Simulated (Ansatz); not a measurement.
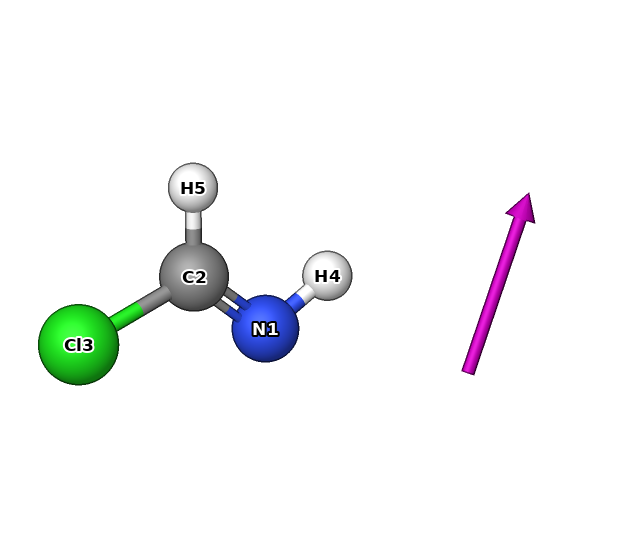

The arrow beside the molecule shows the direction of the dipole moment, from the negative to the positive end (its length means nothing). Computed geometry: PBE0-D4/def2-TZVP optimisation. Method: RKS r2SCAN-D4/def2-TZVPP (Ansatz 0.2.0).

### Estimate the dipole moment.

2.49 D; it points from the side of Cl3 to the side of H5 (the outermost atoms at the two ends).
